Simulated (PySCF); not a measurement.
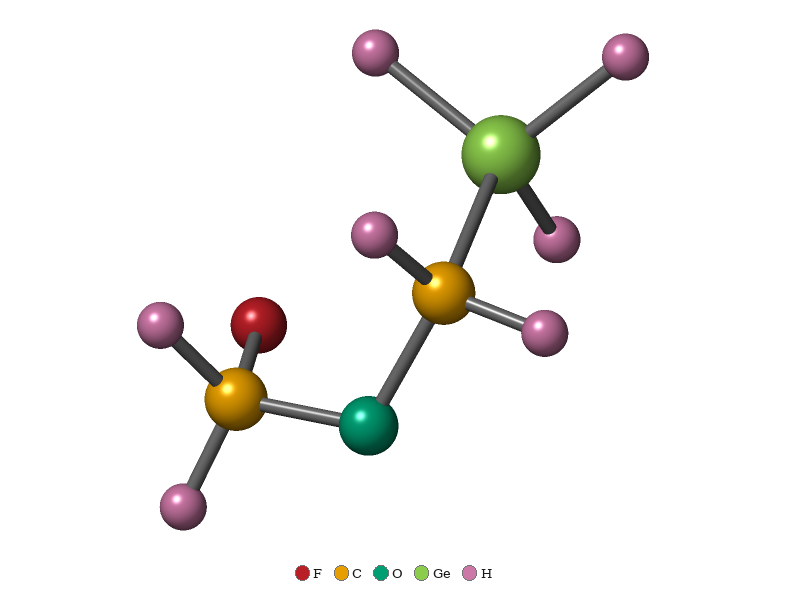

(Drawn from a calculation with PySCF.)

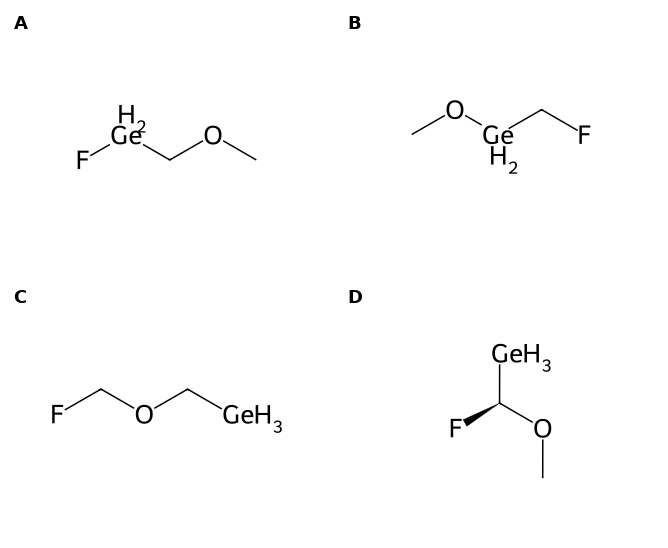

Which structural formula matches the 3D model?

Answer. C, `FCO[CH2][GeH3]`.
